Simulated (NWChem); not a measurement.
# C2H5Br (bromoethane): SVWN5/jorge-DZP

Aim: the electronic atomisation energy of C2H5Br (bromoethane) at SVWN5/jorge-DZP, from 4 runs. 

Program for the calculation: NWChem 7.3.0.

### 1 The system as given

C2H5Br: 8 atoms, total charge 0, spin state singlet. As SMILES, `CCBr`. The shape is that of a PBE0-D4/def2-TZVP optimisation.

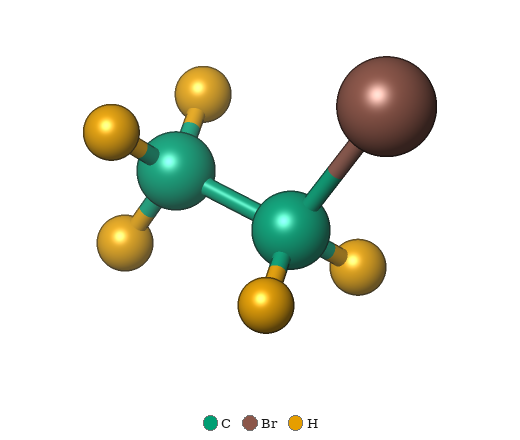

The structure, seen from a chosen angle (carbon teal, bromine brown, hydrogen amber).

### 2 The energy at SVWN5/jorge-DZP (run 1)

The input, work.nw:

```
start work
memory total 2200 mb
charge 0

geometry noautosym nocenter noautoz
  C     -0.429100     0.590100    -0.328800
  C      0.243000    -0.639200     0.222500
  Br     1.994500    -0.223400     0.972400
  H     -1.406200     0.316400    -0.739300
  H      0.162900     1.040400    -1.126700
  H     -0.582800     1.339300     0.449000
  H      0.428800    -1.390300    -0.542500
  H     -0.318900    -1.090600     1.037600
end

basis spherical bse
  C library jorge-DZP
  Br library jorge-DZP
  H library jorge-DZP
end

dft
  xc slater vwn_5
  grid fine
  convergence energy 1e-08
  iterations 100
  mulliken
  noprint "final vectors analysis"
end

task dft
```

Launch:

```console
nwchem work.nw > work.out
```

Log:

```text
[...]
          Wavefunction type:  closed shell.
          No. of atoms     :     8
          No. of electrons :    52
[...]
          Charge           :     0
          Spin multiplicity:     1
[...]
          AO basis - number of functions:    98
[...]
              XC Information
              --------------
                        Slater Exchange Functional  1.000 local
                      VWN V Correlation Functional  1.000 local
[...]
 d= 0,ls=0.0,diis     1  -2648.9345095260 -2.81D+03  1.12D-02  1.58D+01     3.3
[...]
 d= 0,ls=0.0,diis    10  -2648.9942977309 -8.93D-09  5.88D-07  2.57D-09    21.2
         Total DFT energy =    -2648.994297730920
      One electron energy =    -4015.808161371236
           Coulomb energy =     1301.878656478228
    Exchange-Corr. energy =      -99.655643342585
 Nuclear repulsion energy =      164.590850504673
[...]
      Total Density - Mulliken Population Analysis
     ---------------------------------------------
    Atom       Charge   Shell Charges
 -----------   ------   -------------------------------------------------------
    1 C    6     6.21   0.91  1.06  0.68  0.42  2.60  0.49  0.04
    2 C    6     6.45   0.91  1.06  0.68  0.61  2.50  0.63  0.06
    3 Br  35    34.98   0.38  0.72  0.85  1.05  0.97  2.00  1.04  0.92  2.87  2.44  1.14  5.53  2.17  2.90  8.12  1.88  0.00
    4 H    1     0.90   0.69  0.18  0.02
    5 H    1     0.89   0.69  0.17  0.02
    6 H    1     0.89   0.69  0.17  0.02
    7 H    1     0.84   0.69  0.13  0.02
    8 H    1     0.84   0.69  0.13  0.02
[...]
```

Run time: 22 s. Hardware: 1 thread of Intel Xeon Platinum 8259CL at 2.50GHz (Skylake/Cascade Lake), shared host; peak memory 0.12 GiB.

### 3 The Br atom, same level (run 2)

The input, mol.nw:

```
start mol
memory 2200 mb
charge 0

geometry noautosym nocenter noautoz
  Br       0.000000       0.000000       0.000000
end

basis spherical bse
  * library jorge-DZP
end

dft
  xc slater vwn_5
  mult 2
  grid fine
  convergence energy 1e-08
  maxiter 100
  mulliken
  noprint "final vectors analysis"
end

task dft energy
```

Run the same way, it converges to -2570.47458 Eh (log not shown).

Run 3 isn't shown in full; the table further down has it.

### 4 The H atom (run 4)

The input, m1.nw:

```
start m1
memory 2200 mb

geometry units angstrom noautosym nocenter noautoz
   H        0.000000       0.000000       0.000000
end

basis spherical bse
   H library jorge-DZP
end

dft
   xc slater vwn_5
   mult 2
   grid fine
   convergence energy 1e-08
   iterations 100
   mulliken
   print low
end

task dft energy
```

Run the same way, it converges to -0.47780 Eh (log not shown).

### 5 Overview of the runs

```csv
run,level,partner,energy (Eh),wall time
1,SVWN5/jorge-DZP,base,-2648.994298,22 s
2,USVWN5/jorge-DZP,atoms,-2570.474582,4.5 s
3,USVWN5/jorge-DZP,atoms,-37.462052,0.89 s
4,USVWN5/jorge-DZP,atoms,-0.477804,0.67 s
```

### 6 Summary of results

Level: SVWN5/jorge-DZP.

| quantity | value |
| --- | --- |
| H atom: total energy | -0.47780 Eh |
| H atom: ⟨S²⟩ | 0.750 |
| electronic atomisation energy | 32.833 eV |

In words: Taking the molecule apart into free atoms costs 32.83 eV (757 kcal/mol), before zero-point energy and without spin-orbit coupling. All runs together took 28 s, the longest 22 s.
